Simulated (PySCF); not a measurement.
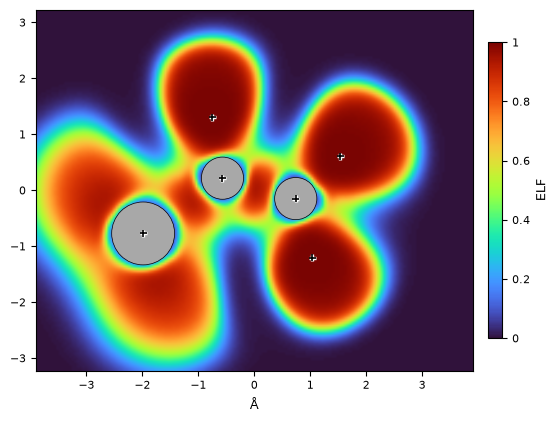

The electron localisation function on a plane through atoms (crosses mark nuclei in the plane; grey discs cover the cores).

All numbers below come from DFT single point, gas phase, functional wB97X (PySCF 2.14.0, density-fitted response routines).

Candidates:
A. C2H3S (SMILES C=C[S-]) (charge −1)
B. C3H6O4Si (SMILES COC(=O)C(=O)O[SiH3])
C. BH3O3 (SMILES OB(O)O)

Which system is this?

Answer. Candidate A: C2H3S on the molecular plane, which holds C, S and H. C–C (1.36 Å): the ELF peaks at about 0.95 between the atoms, as expected for a covalent bond. C–S (1.73 Å): the ELF peaks at about 0.90 between the atoms (a covalent bond).
